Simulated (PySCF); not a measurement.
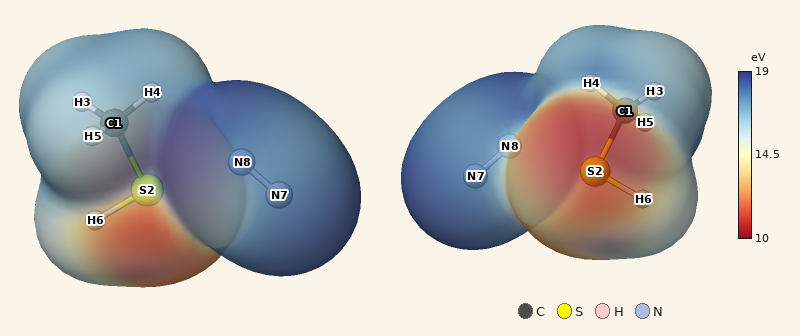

Figure. CH₄N₂S, SMILES `CS.N#N`. Average local ionisation energy on the surface of electron density 0.001 a.u. (back view left, front view right).

Level of theory: HF/def2-SVPD (PySCF), at a geometry from GFN2-xTB. The pair's geometry is semi-empirical, so its contact may be too short or too long. GFN2-xTB bond lengths at metals and heavier atoms can be off by up to 0.1 Å and shapes distorted, which carries into these values.

Coordinates in Å:

```
C1       1.3736    1.0942    0.0030
S2       1.0602   -0.6993    0.0648
H3       2.3842    1.3002    0.3419
H4       0.6539    1.5518    0.6734
H5       1.2203    1.4563   -1.0086
H6       2.0088   -1.0423   -0.8039
N7      -2.6154   -0.3107    0.0040
N8      -1.8806    0.5046   -0.0409
```

**Locate the minima of the map.**

The lowest value is 10.8 eV, 2.3 Å from S2. Further minima include 10.9 eV, off the S2–H6 bond (2.3 to 2.5 Å from its atoms); 15.9 eV, 1.4 Å from H3; 16.5 eV, 1.3 Å from H4. For comparison, the highest occupied orbital lies at −9.7 eV.

**What volume does the surface enclose, and what is the dipole moment?**

About 105 Å³; the dipole moment is 1.7 D.
